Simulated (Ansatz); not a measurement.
**How cost and error scale: random rock-salt alloy of CaS and PbS (64 atoms) repeated**

How do plane waves and support functions scale when random rock-salt alloy of CaS and PbS (64 atoms) is repeated?

Calculated with Ansatz 0.2.0; Kohn-Sham DFT, LDA, PAW (set soft_2), plane waves.

**1. Set-up**

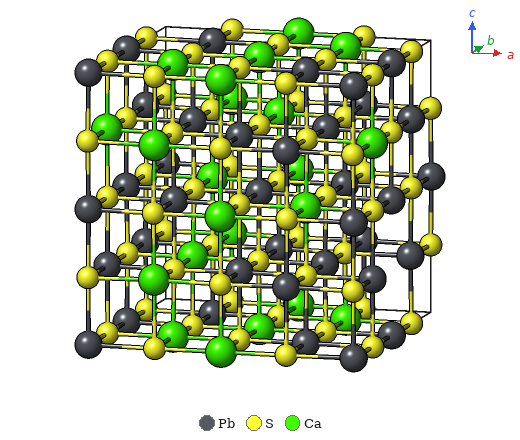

The starting structure, seen slightly off an axis (lead dark grey, sulfur yellow, calcium green). Some periodic images of atoms are drawn too.

The cell holds 64 atoms: 20 Pb, 32 S and 12 Ca. Its edges and angles: a = 11.688 Å, b = 11.688 Å, c = 11.688 Å, α = 90.0°, β = 90.0°, γ = 90.0°. It derives from CaS and PbS. Rock-salt CaS, 2 x 2 x 2 conventional cells, 20 of 32 Ca sites given to Pb at random (x = 0.625), lattice by Vegard's rule (a = 5.844 Å); not relaxed, displaced by a Gaussian of 0.02 Å.

What the set-up can't give: The host structure and its lattice constant were typed by rule, without a check against the phase diagram. The levels lack spin–orbit coupling, which is large for the heavy elements here.

**2. Plane waves, typed cell on a dense mesh**

The typed cell on a k-mesh is the yardstick: it samples like Γ on the cell repeated as often as the mesh has points along each axis. Its own convergence isn't tested.

The input, input.yaml:

```yaml
crystal:
  lattice:
    - [11.6876, 0.0, 0.0]
    - [0.0, 11.6876, 0.0]
    - [0.0, 0.0, 11.6876]
  atoms:
    - { symbol: Pb, position: [0.00094, 0.0045, 0.00048] }
    - { symbol: S, position: [0.25056, 0.00284, 0.99926] }
    - { symbol: Pb, position: [0.99971, 0.25121, 0.24904] }
    - { symbol: S, position: [0.25227, 0.24834, 0.24745] }
    - { symbol: Ca, position: [0.24919, 0.999, 0.25238] }
    - { symbol: S, position: [0.99996, 0.99994, 0.24786] }
    - { symbol: Ca, position: [0.24807, 0.24857, 0.00026] }
    - { symbol: S, position: [0.00119, 0.2489, 0.00081] }
    - { symbol: Pb, position: [0.00225, 0.00012, 0.49936] }
    - { symbol: S, position: [0.24725, 0.99752, 0.4976] }
    - { symbol: Ca, position: [0.99842, 0.24934, 0.75013] }
    - { symbol: S, position: [0.24647, 0.24995, 0.74903] }
    - { symbol: Ca, position: [0.25041, 0.00163, 0.74653] }
    - { symbol: S, position: [0.99889, 0.99974, 0.74991] }
    - { symbol: Pb, position: [0.25169, 0.25071, 0.50043] }
    - { symbol: S, position: [0.00102, 0.25008, 0.5012] }
    - { symbol: Pb, position: [0.00041, 0.49689, 0.00128] }
    - { symbol: S, position: [0.24846, 0.50142, 0.99704] }
    - { symbol: Pb, position: [0.99693, 0.7482, 0.25051] }
    - { symbol: S, position: [0.25244, 0.74837, 0.25107] }
    - { symbol: Ca, position: [0.24896, 0.49909, 0.25161] }
    - { symbol: S, position: [0.00381, 0.49951, 0.25178] }
    - { symbol: Pb, position: [0.25042, 0.75162, 0.99925] }
    - { symbol: S, position: [0.99944, 0.75397, 0.00067] }
    - { symbol: Pb, position: [0.99781, 0.49968, 0.49698] }
    - { symbol: S, position: [0.25468, 0.49899, 0.50016] }
    - { symbol: Pb, position: [0.99895, 0.74961, 0.75227] }
    - { symbol: S, position: [0.24694, 0.75097, 0.74951] }
    - { symbol: Pb, position: [0.25064, 0.49865, 0.75006] }
    - { symbol: S, position: [0.99836, 0.49719, 0.7482] }
    - { symbol: Ca, position: [0.25008, 0.75085, 0.49928] }
    - { symbol: S, position: [0.9998, 0.75026, 0.50004] }
    - { symbol: Ca, position: [0.50172, 0.00123, 0.99954] }
    - { symbol: S, position: [0.74808, 0.9988, 0.99984] }
    - { symbol: Pb, position: [0.49902, 0.24825, 0.25105] }
    - { symbol: S, position: [0.74997, 0.25114, 0.24883] }
    - { symbol: Pb, position: [0.74792, 0.0006, 0.25096] }
    - { symbol: S, position: [0.50004, 0.001, 0.2482] }
    - { symbol: Pb, position: [0.74863, 0.2499, 0.00122] }
    - { symbol: S, position: [0.49839, 0.25107, 0.00209] }
    - { symbol: Ca, position: [0.50017, 0.99893, 0.49742] }
    - { symbol: S, position: [0.75147, 0.99788, 0.5009] }
    - { symbol: Pb, position: [0.49897, 0.24865, 0.75125] }
    - { symbol: S, position: [0.75258, 0.25096, 0.75197] }
    - { symbol: Pb, position: [0.74824, 0.0007, 0.75105] }
    - { symbol: S, position: [0.50029, 0.00047, 0.74829] }
    - { symbol: Ca, position: [0.74794, 0.25115, 0.49954] }
    - { symbol: S, position: [0.49788, 0.25044, 0.49882] }
    - { symbol: Ca, position: [0.50129, 0.49793, 0.99863] }
    - { symbol: S, position: [0.75092, 0.4999, 0.00086] }
    - { symbol: Pb, position: [0.5013, 0.75021, 0.25208] }
    - { symbol: S, position: [0.74852, 0.74965, 0.24862] }
    - { symbol: Pb, position: [0.74817, 0.49693, 0.24976] }
    - { symbol: S, position: [0.49622, 0.50331, 0.24816] }
    - { symbol: Ca, position: [0.7537, 0.74831, 0.00294] }
    - { symbol: S, position: [0.49887, 0.75057, 0.00214] }
    - { symbol: Pb, position: [0.49972, 0.50082, 0.50087] }
    - { symbol: S, position: [0.75201, 0.49924, 0.49937] }
    - { symbol: Ca, position: [0.50232, 0.7497, 0.74989] }
    - { symbol: S, position: [0.75099, 0.74826, 0.7494] }
    - { symbol: Pb, position: [0.75249, 0.49989, 0.74782] }
    - { symbol: S, position: [0.50093, 0.5006, 0.74791] }
    - { symbol: Pb, position: [0.74895, 0.75222, 0.49997] }
    - { symbol: S, position: [0.50123, 0.74735, 0.50004] }
kpoints:
  mp_grid: { grid: [3, 3, 3] }
hamiltonian:
  xc: lda
scf:
  occupations: { method: gaussian, width: 0.05 }
output:
  forces: true
  stress: true
  populations: true
  dos:
    method: { smearing: { sigma: 0.15 } }
    de: 0.1
    projected: { site_lists: { Ca: [Ca], Pb: [Pb], S: [S] } }
  eigenvalues: true
```

Run with:

```sh
> ansatz run input.yaml --threads 5 --pin off --max-ram 81920MiB --backend cuda --events-out ev --progress --plain --runs-dir out
```

The log of the run:

```text
Engine: ansatz 0.2.0, x86_64-unknown-linux-gnu
Pseudopotentials: kind: paw
Pseudopotential: Pb, paw, valence charge 14, recommended cutoff 420 eV (normal), Pb.paw.azcp
Pseudopotential: S, paw, valence charge 6, recommended cutoff 420 eV (normal), S.paw.azcp
Pseudopotential: Ca, paw, valence charge 10, recommended cutoff 420 eV (normal), Ca.paw.azcp
[... 3 lines on functional and potentials left out ...]
device memory: the entry about to start is reckoned to put 28.5 GiB on a device that reports 61.6 GiB free
GPU FFT provider: cuFFT
GPU libraries: cuBLAS 13.8.2, cuFFT 12.4.0, cuSOLVER 12.3.4
Crystal: 64 atoms, lattice volume = 1596.526 Å³
Basis set: ecut = 420 eV, 31343 PW (Γ)
Bands: 360, of which v1, the nominal top of the filled ones, is band 296 counted from 1 (295 counted from 0)
Symmetry: 1 space group operations
Space group: P1 (ITA 1), of the structure as read, at distance tolerance 1.2e-4 Å
k-points: 14 of 27 (time reversal used)
[... 10 lines on functional and potentials left out ...]
Initial density: superposition of atomic densities (neutral atoms: chi_scale 0, normalization atom), corrected by the library's trained network
Initial wavefunctions: pseudopotential atomic-orbital guess
GPU buffer pool allocated for 512000 grid points (all kernels)
GPU transforms: local potential and band sums: pruned to the plane-wave sphere, on 80×80×80
Functional: x = slater, c = lda
SCF iter   1: F=—  HF=-281216.675163 eV  |F-HF|=—  |Δ(HF+E_count)|=         —  Δρ=5.96e-3  dr2=7.74e-1  ethr=1.77e-3  ⟨swp⟩=10.4  Hψ=26639  notcnv=0  defer=144
preconditioner: auto → Resta (q_TF=auto, 2.313 Å⁻¹)  ε∞=3.4  [insulator: Δε(μ)=1.042 eV  Ē_g=14.229 eV  σ=0.050 eV  W_gap=1.00  n_scr=340 (ndim 8)  ℏωp=22.1 eV  f_vac=0.000  D(μ)=0.00/eV (n_scr^D=0)  ε∞_Penn≈3.4]
SCF iter   2: F=—  HF=-281216.497702 eV  |F-HF|=—  |Δ(HF+E_count)|=   1.77e-1  Δρ=2.77e-3  dr2=9.93e-2  ethr=1.31e-4  ⟨swp⟩=2.0  Hψ=7012  notcnv=0  defer=468
SCF iter   3: F=—  HF=-281216.469136 eV  |F-HF|=—  |Δ(HF+E_count)|=   2.86e-2  Δρ=7.38e-4  dr2=8.08e-3  ethr=1.68e-5  ⟨swp⟩=3.0  Hψ=7702  notcnv=0  defer=468
SCF iter   4: F=—  HF=-281216.467866 eV  |F-HF|=—  |Δ(HF+E_count)|=   1.27e-3  Δρ=1.78e-4  dr2=7.17e-4  ethr=1.37e-6  ⟨swp⟩=2.0  Hψ=5637  notcnv=0  defer=468
SCF iter   5: F=—  HF=-281216.466994 eV  |F-HF|=—  |Δ(HF+E_count)|=   8.71e-4  Δρ=5.33e-5  dr2=8.45e-5  ethr=1.21e-7  ⟨swp⟩=2.0  Hψ=6044  notcnv=0  defer=468
SCF iter   6: F=—  HF=-281216.467294 eV  |F-HF|=—  |Δ(HF+E_count)|=   3.00e-4  Δρ=1.69e-5  dr2=4.26e-6  ethr=1.43e-8  ⟨swp⟩=2.0  Hψ=6110  notcnv=0  defer=468
SCF iter   7: F=—  HF=-281216.467295 eV  |F-HF|=—  |Δ(HF+E_count)|=   1.12e-6  Δρ=4.44e-6  dr2=7.01e-7  ethr=7.19e-10  ⟨swp⟩=2.0  Hψ=6230  notcnv=0  defer=468
SCF iter   8: F=-281216.467295 eV  HF=-281216.467295 eV  |F-HF|=2.21e-8  |Δ(HF+E_count)|=   1.96e-8  Δρ=1.39e-6  dr2=5.03e-8  ethr=1.69e-11  ⟨swp⟩=11.9  Hψ=30086  notcnv=0
SCF 1 converged in 8 iterations: F = -281216.467295 eV  dr2 = 5.03e-8
  greatest PAW one-centre occupation: 0.996 electrons in one spin orbital (limit 2), on the Ca atom at site 10 (counted from 0), in its partial waves of l = 0
SCF converged after 8 iterations
Free energy (F): -281216.467295 eV
Harris-Foulkes:  -281216.467295 eV  (|F-HF|=2.21e-8)
Internal energy: -281216.467295 eV  (E = F + TS)
E sigma→0 (E₀):  -281216.467295 eV
Fermi energy:    8.084629 eV
--- Per-component energies (eV) ---
  E_band       = -2855.748603
  E_kinetic    = 12513.746129
  E_local      = -35097.714072  (includes V_loc(G=0)·N_el)
  E_nonlocal   = 8823.921248
  E_hartree    = 13032.042683
  E_xc         = -9113.576798
  E_vxc        = -7550.552738  (∫ρ·V_xc dr)
  E_paw        = -229995.059991  (= ΣΔE_a)
  E_vpaw       = -7609.251581  (= ΣTr[D̂ρ^β])
  E_aug_tail   = 0.000889  (compensation charges beyond the density's cutoff)
  E_ewald      = -41386.573423
  E_core_change = 6.746038  (= ΣΔE_core)
  E_smearing   = -0.000000  (= −TS)
  E_closure    = -0.000000  (closes the sum)
  Σ components = -281216.467295   (vs F -281216.467295, Δ=0.00e0)
--- Forces (eV/Å), atoms counted from 1 ---
  atom   1  Pb     0.01536262    -0.22544512    -0.03860677
  atom   2  S      0.36810543     0.31862182    -0.00974950
  atom   3  Pb     0.07881671    -0.12107237     0.13408693
  atom   4  S     -0.11809055     0.03210371    -0.30132292
  atom   5  Ca    -0.04228883    -0.02116725    -0.17180022
  atom   6  S      0.39079933    -0.00347864     0.09759238
  atom   7  Ca     0.06090150     0.06818171    -0.01135620
  atom   8  S      0.33930982     0.15760797    -0.42345155
  atom   9  Pb    -0.10719402    -0.00687492     0.02229916
  atom  10  S      0.60840350    -0.29524431     0.06282285
  atom  11  Ca     0.01880051     0.01607836    -0.06293941
  atom  12  S     -0.22376175    -0.44283103     0.41951697
  atom  13  Ca    -0.10487903    -0.09788816     0.12567031
  atom  14  S      0.45230189     0.40144303    -0.04356500
[...]
atom  63  Pb     0.10254006    -0.07124044     0.03892537
  atom  64  S     -0.44467276     0.56106265     0.50634355
  max |Σ_I F_I| component: 7.97e-5 eV/Å
--- Stress (GPa, compression-positive) ---
       -2.230364       0.010850      -0.031937
        0.010850      -2.350625      -0.006927
       -0.031937      -0.006927      -2.321429
  P = ⅓ Tr σ = -2.3008 GPa (-23.008 kbar)
--- Band table (eV; the first three rows and the last of 14) ---
  k-point 0: bands = ["-32.7333", "-32.6952", "-32.6361", "-32.6329", [... 344 levels ...], "11.3396", "11.3568", "11.3651", "11.4083", "11.4291", "11.4489", "11.4680", "11.4995", "11.5144", "11.5534", "11.5799", "11.6028"]
[...]
--- Löwdin populations: 64 sites ---
  site symbol       q [e]
     0     Pb     13.5823
     1      S      6.9524
     2     Pb     13.5719
[...]
63      S      6.7990
  spilling = 0.008109 (of n_electrons = 592.000000)
```

Elapsed: 12 s, on 1 × NVIDIA H100 80GB HBM3 with 5 threads of AMD EPYC 7R13 (Zen 3), shared host; peak memory 2.2 GiB; 40 s of CPU time.

The column dr2 measures how far the density is from self-consistency, as an energy; F and HF (Harris–Foulkes) agree once it is small.

That memory is the host's; the program planned up to 28.5 GiB on the GPU.

Numbers from this run:

- free energy: -281216.4673 eV
- free energy per atom: -4394.0073 eV/atom
- SCF cycles: 8
- pressure: -2.301 GPa
- r.m.s. force component: 0.2447 eV/Å
- longest force: 0.8769 eV/Å
- Fermi energy: 8.085 eV
- gap (highest filled to lowest empty level): 1.091 eV
- spilling of the projection: 0.008109

The r.m.s. force component of 0.24 eV/Å sets the scale for the differences below.

**3. Plane waves, 64 atoms**

The typed cell is solved at Γ alone, the coarsest sampling of the series.

input.yaml, the sections that differ from step 2:

```yaml
kpoints:
  mp_grid: { grid: [1, 1, 1] }
output:
  forces: true
# crystal, hamiltonian, scf: as in step 2
```

Run time: 2.6 s. Hardware: 1 × NVIDIA H100 80GB HBM3 with 5 threads; peak memory 1.1 GiB.

That memory is the host's; the program planned up to 4 GiB on the GPU.

It converged in 8 SCF cycles; the log is left out.

The energy lies 69.3 meV/atom above the dense-mesh reference.

**4. Support functions, 64 atoms**

The typed cell is solved at Γ alone, now in support functions.

This step: Kohn-Sham DFT, LDA, PAW (set soft_2), localised support functions (medium) (Ansatz 0.2.0).

input.yaml, as its differences from that of step 3:

```diff
@@ -13,2 +13,4 @@
   occupations: { method: gaussian, width: 0.05 }
+  eigensolver: { kind: { support_functions: { accuracy: medium } } }
+  max_iter: 150
 output:
```

Wall time 4.5 s (1 × NVIDIA H100 80GB HBM3 with 5 threads); peak memory 1.1 GiB.

That memory is the host's; the program planned up to 2.9 GiB on the GPU.

The program notes that the band table was not solved further than the SCF left it and it switched symmetry off.

It converged in 12 SCF cycles; the log is left out.

The energy lies 68.6 meV/atom above the dense-mesh reference, and 0.78 meV/atom below plane waves of the same size, an offset between the two bases that leaves the sampling error alike.

**5. Plane waves, 512 atoms**

The cell is repeated and solved at Γ in plane waves, whose cost grows towards the cube of the size.

This step: Kohn-Sham DFT, LDA, PAW (set soft_2), plane waves (Ansatz 0.2.0).

input.yaml, the sections that differ from step 4:

```yaml
crystal:
  lattice:
    - [11.6876, 0.0, 0.0]
    - [0.0, 11.6876, 0.0]
    - [0.0, 0.0, 11.6876]
  atoms:
    [... the 64 atom lines of step 2 ...]
  supercell: [2, 2, 2]
scf:
  occupations: { method: gaussian, width: 0.05 }
# kpoints, hamiltonian, output: as in step 4
```

Elapsed: 24 s, on 1 × NVIDIA H100 80GB HBM3 with 5 threads; peak memory 2.7 GiB; 35 s of CPU time.

That memory is the host's; the program planned up to 59.9 GiB on the GPU.

The program repeats the typed cell 2×2×2 times, 512 atoms in all; totals in the log are those of the whole repeated cell, and force differences are taken after averaging over the copies of each atom.

It converged in 7 SCF cycles; the log is left out.

The energy lies 7.31 meV/atom above the dense-mesh reference.

**6. Support functions, 512 atoms**

The repeated cell is solved at Γ in support functions.

This step: Kohn-Sham DFT, LDA, PAW (set soft_2), localised support functions (medium) (Ansatz 0.2.0).

input.yaml, as its differences from that of step 5:

```diff
@@ -14,2 +14,4 @@
   occupations: { method: gaussian, width: 0.05 }
+  eigensolver: { kind: { support_functions: { accuracy: medium } } }
+  max_iter: 150
 output:
```

The job ended after 18 s (1 × NVIDIA H100 80GB HBM3 with 5 threads; peak memory 2.7 GiB; 28 s of CPU time).

That memory is the host's; the program planned up to 15.1 GiB on the GPU.

The program repeats the typed cell 2×2×2 times, 512 atoms in all; totals in the log are those of the whole repeated cell, and force differences are taken after averaging over the copies of each atom.

It converged in 13 SCF cycles; the log is left out.

The energy lies 6.53 meV/atom above the dense-mesh reference, and 0.78 meV/atom below plane waves of the same size, an offset between the two bases that leaves the sampling error alike.

**7. Support functions, 1728 atoms**

The repeated cell is solved at Γ in support functions.

input.yaml, as its differences from that of step 6:

```diff
@@ -7,3 +7,3 @@
     [... the 64 atom lines of step 2 ...]
-  supercell: [2, 2, 2]
+  supercell: [3, 3, 3]
 kpoints:
```

The log of the run:

```text
Warning: scf.eigensolver.kind.support_functions: disabling space-group detection — the functions' gradient is summed over unrotated k-points, so no spatial operation reduces the k-mesh or symmetrises the density; time reversal is kept, so that k and −k are solved as one point where they differ and the mesh holds both, and exact exchange and, on two spinor components, a DFT+U term hold to it where the run has them: [...]
settings of this run that can trade accuracy for cost: scf.eigensolver.kind.support_functions [...]
[...]
GPU FFT provider: cuFFT
GPU libraries: cuBLAS 13.8.2, cuFFT 12.4.0, cuSOLVER 12.3.4
Crystal: 1728 atoms, lattice volume = 43106.204 Å³
Basis set: ecut = 420 eV, 842353 PW (Γ)
Bands: 9591, of which v1, the nominal top of the filled ones, is band 7992 counted from 1 (7991 counted from 0)
Symmetry: 1 space group operations
k-points: 1
[...]
GPU buffer pool allocated for 13824000 grid points (all kernels)
Eigensolver: Support functions (medium, 162×162×162 points, laid for a spacing of at most 0.228497 Å, radius 4.368151 Å, 2 species' potentials softened for the grid, 3 wholly corrected for its errors in the mean over positions, 3 with the egg-box correction, energy correction by stochastic trace)
[...]
SCF iter   1: F=—  HF=-7591960.179416 eV  |F-HF|=—  |Δ(HF+E_count)|=         —  Δρ=3.50e-2  dr2=3.26e3  ethr=1.00e-1
[...]
SCF iter  13: F=—  HF=-7592844.780785 eV  |F-HF|=—  |Δ(HF+E_count)|=   9.27e-2  Δρ=3.10e-6  dr2=7.03e-6  ethr=2.45e-10  κ⁻¹=1.2e-7(r=7)
SCF iter  14: F=-7592844.780783 eV  HF=-7592844.780784 eV  |F-HF|=7.93e-7  |Δ(HF+E_count)|=   1.62e-6  Δρ=9.31e-7  dr2=1.05e-6  ethr=4.40e-11
SCF 1 converged in 14 iterations: F = -7592845.957497 eV  dr2 = 1.05e-6
[...]
SCF converged after 14 iterations
Stability not checked: this state was not tested for a lower state beside it, because the mixer in use, unlike msr1, does not test its closes by its own steps (another_mixer; see scf.mixing.algorithm and scf.lower_state_search)
Free energy (F): -7592845.957497 eV
[...]
Internal energy: -7592845.957497 eV  (E = F + TS)
E sigma→0 (E₀):  -7592845.957497 eV
Fermi energy:    8.084790 eV
[...]
Σ components = -7592845.957497   (vs F -7592845.957497, Δ=0.00e0)
--- Forces (eV/Å), atoms counted from 1 ---
  atom   1  Pb     0.01621697    -0.22489881    -0.03930522
  atom   2  S      0.36842197     0.31833725    -0.00965748
  atom   3  Pb     0.07993722    -0.12108063     0.13500705
  atom   4  S     -0.11842342     0.03274401    -0.30128010
  atom   5  Ca    -0.04187117    -0.02154664    -0.17239999
  atom   6  S      0.39027669    -0.00337952     0.09763221
  [... forces on the other 1722 atoms ...]
  max |Σ_I F_I| component: 9.17e-2 eV/Å
--- Band table (eV) ---
[... left out ...]
  guard bands above this table: 1389 of the run's 9591 bands (output.publish_guard_bands: true publishes all)
```

The job ended after 87 s (1 × NVIDIA H100 80GB HBM3 with 5 threads; peak memory 7 GiB).

That memory is the host's; the program planned up to 52.6 GiB on the GPU.

The program repeats the typed cell 3×3×3 times, 1728 atoms in all; totals in the log are those of the whole repeated cell, and force differences are taken after averaging over the copies of each atom.

The energy lies 0.776 meV/atom below the dense-mesh reference.

(Part 1 of 2 ends here.)

[Logs are printed without paths, hosts, clocks, repeated set-up lines and the standing remarks that a program may print on its own settings, such as how far it seeks lower states.]

[Hosts, paths, dates, database ids (printed as entryN), source tags and the programs' standing remarks are cut or masked in the printed files.]
